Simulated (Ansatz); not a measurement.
# Si2H5O (SMILES O[SiH][SiH3]): UHF/STO-3G

What is the vertical electron affinity of Si2H5O at UHF/STO-3G? 

The calculation is run with Ansatz 0.2.0.

49 further runs of the same task are left out: 49 set aside as unsound or not needed.

## 1. Starting point

The species is Si2H5O (8 atoms), meant as a doublet with charge 0. As SMILES, `O[SiH][SiH3]`. Geometry: relaxed at PBE0-D4/def2-TZVP. This is one conformer, not always the lowest.

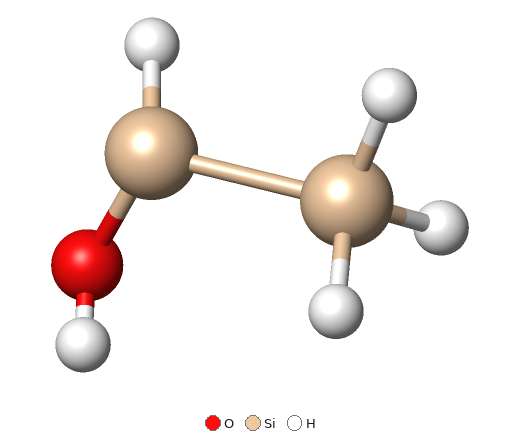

Viewed from a chosen angle; oxygen red, silicon light orange, hydrogen white.

## 2. The energy at UHF/STO-3G

File run.yaml:

```yaml
crystal:
  periodic: [false, false, false]
  atoms:
    - {symbol: O, position_ang: [-0.929000, 0.938400, -1.717100]}
    - {symbol: Si, position_ang: [0.090400, 1.134000, -0.425000]}
    - {symbol: Si, position_ang: [0.314200, -0.774200, 0.917600]}
    - {symbol: H, position_ang: [-1.805900, 0.598400, -1.530300]}
    - {symbol: H, position_ang: [1.378700, 1.582300, -1.024400]}
    - {symbol: H, position_ang: [1.190000, -0.426800, 2.069000]}
    - {symbol: H, position_ang: [0.883900, -1.960400, 0.216700]}
    - {symbol: H, position_ang: [-1.030200, -1.148700, 1.437600]}
basis:
  gaussian:
    orbitals: STO-3G
output: {orbitals: {seedname: orbitals}}
hamiltonian:
  xc: hf
magnetization:
  spin_polarized: true
  initial_magnetization: 1
accuracy: high
```

The run is started by

```bash
$ ansatz run run.yaml --threads 1 --pin off --max-ram 3480MiB --events-out events.jsonl --progress --plain --runs-dir runs
```

The log of the run:

```text
Warning: RAYON_NUM_THREADS=1 ignored (pool sized by the plan → 1); use --threads N
Functional definition: HF
  name "HF"
  exchange = exact_x
  correlation = 0
531 factors; integrals over basis functions are off by at most 2.4e-8 eV
mean field evaluation 1: about -17628.8290 eV, gradient 1.5e1 eV
mean field evaluation 2: about -17628.8746 eV, gradient 1.5e1 eV
mean field evaluation 4: about -17630.6181 eV, gradient 1.4e0 eV
mean field evaluation 8: about -17630.6639 eV, gradient 2.1e-4 eV
mean field -17630.66241769 eV, -647.9148933578 hartree, gradient 1.1e-8 eV, S^2 0.752481; 0 other end points of the search recorded, 0 dependent functions left out
reference -17630.66241769 eV, -647.9148933578 hartree; 21, 20 occupied and 7, 8 virtual orbitals, 531 factors
Total energy: -17630.66241769 eV, -647.9148933578 hartree
```

It took 0.24 s on 1 thread of Arm Neoverse V2, shared host.

## 3. The singlet anion at the same level

File job.yaml:

```yaml
crystal:
  periodic: [false, false, false]
  atoms:
    - {symbol: O, position_ang: [-0.929000, 0.938400, -1.717100]}
    - {symbol: Si, position_ang: [0.090400, 1.134000, -0.425000]}
    - {symbol: Si, position_ang: [0.314200, -0.774200, 0.917600]}
    - {symbol: H, position_ang: [-1.805900, 0.598400, -1.530300]}
    - {symbol: H, position_ang: [1.378700, 1.582300, -1.024400]}
    - {symbol: H, position_ang: [1.190000, -0.426800, 2.069000]}
    - {symbol: H, position_ang: [0.883900, -1.960400, 0.216700]}
    - {symbol: H, position_ang: [-1.030200, -1.148700, 1.437600]}
basis:
  gaussian:
    orbitals: STO-3G
total_charge: -1
hamiltonian:
  xc: hf
accuracy: high
output:
  orbitals: {seedname: orbitals}
```

The run is started by

```bash
$ ansatz run job.yaml --threads 1 --pin off --max-ram 3480MiB --events-out events.jsonl --progress --plain --runs-dir runs
```

The log of the run:

```text
Warning: RAYON_NUM_THREADS=1 ignored (pool sized by the plan → 1); use --threads N
[... 4 set-up lines as earlier in the session ...]
533 factors; integrals over basis functions are off by at most 2.4e-8 eV
mean field evaluation 1: about -17624.1151 eV, gradient 1.5e1 eV
mean field evaluation 2: about -17624.1820 eV, gradient 1.5e1 eV
mean field evaluation 4: about -17625.1879 eV, gradient 1.0e0 eV
mean field evaluation 8: about -17625.1965 eV, gradient 1.6e-2 eV
mean field -17625.19646192 eV, -647.7140231884 hartree, gradient 2.7e-8 eV, S^2 0.000000; 0 other end points of the search recorded, 0 dependent functions left out
reference -17625.19646192 eV, -647.7140231884 hartree; 21, 21 occupied and 7, 7 virtual orbitals, 533 factors
Total energy: -17625.19646192 eV, -647.7140231884 hartree
```

It took 0.18 s on 1 thread of Arm Neoverse V2, shared host.

## 4. Results

At UHF/STO-3G:

| quantity | value |
| --- | --- |
| doublet Si2H5O: total energy | -647.91489 Eh |
| doublet Si2H5O: HOMO energy (highest over α and β) | -5.34 eV |
| doublet Si2H5O: LUMO energy (lowest over α and β) | 6.22 eV |
| doublet Si2H5O: ⟨S²⟩ | 0.752 |
| singlet anion: total energy | -647.71402 Eh |
| singlet anion: HOMO energy | 4.70 eV |
| singlet anion: LUMO energy | 18.85 eV |
| singlet anion: HOMO–LUMO gap (to an unbound level, set by the basis) | 14.15 eV |
| vertical electron affinity (to the singlet anion) | -5.466 eV |

**Reading.** The anion lies 5.47 eV (527 kJ/mol) above the neutral: the electron isn't bound at this level, and such a value depends on the basis. Without diffuse functions anions come out too high. Hartree–Fock misses the correlation that binds many anions. In a minimal basis such a difference can be off by several eV, whatever the method. The HOMO (singlet anion) lies at positive energy, 4.70 eV: the electron is unbound at this level or held by a compact basis; values depend on the basis.
